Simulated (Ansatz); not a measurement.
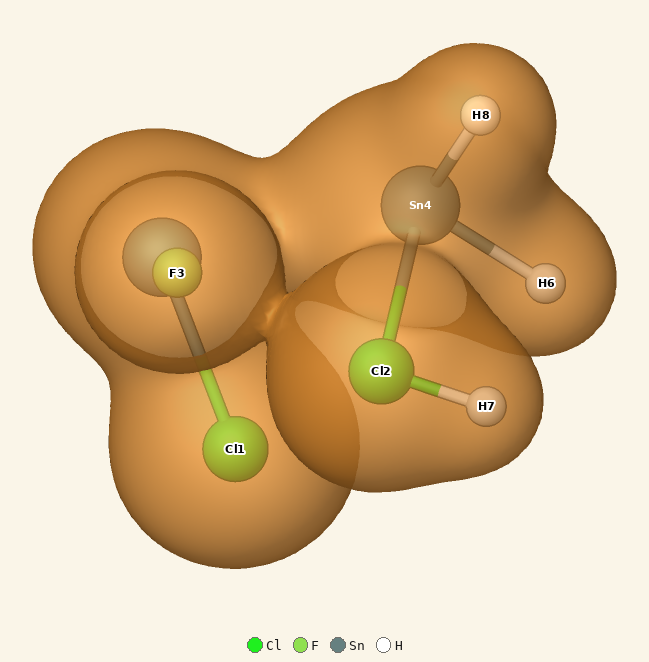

Figure 1: Cl2FH3Sn2. Isosurface of the electron density at 0.1 e/Å³ (orange), seen at an oblique angle.

Geometry: B3LYP-D3(BJ)/def2-SVP; core potentials replace the inner electrons of Sn.

Computed with Ansatz, isolated molecule in a Gaussian basis; Kohn-Sham density functional theory, functional PBE0.

```xyz
8

Cl    1.7379    0.2489   -2.0076
Cl    0.0554   -1.2435    1.0190
F    -1.2243   -1.1228   -1.4093
Sn   -0.7991    1.4286    0.5206
Sn   -0.6588    0.4772   -2.4829
H     0.4907    1.9285    1.6175
H     0.6432   -1.0315    2.1559
H    -2.0617    1.1911    1.7324
```

Q: Which contacts does the surface bridge?

A: At this value the surface is in one piece. It bridges the sampled Sn–F (2.01 Å), Sn–Cl (2.45 Å), Cl–H (1.30 Å) and Sn–H (1.77 Å) contacts, where the density stays above the isovalue. On the grid the lowest density along these lines, outside the cores, is 0.6 e/Å³ (Sn–F, 2.01 Å), 0.43 e/Å³ (Sn–Cl, 2.45 Å), 1.6 e/Å³ (Cl–H, 1.30 Å) and 0.67 e/Å³ (Sn–H, 1.77 Å).
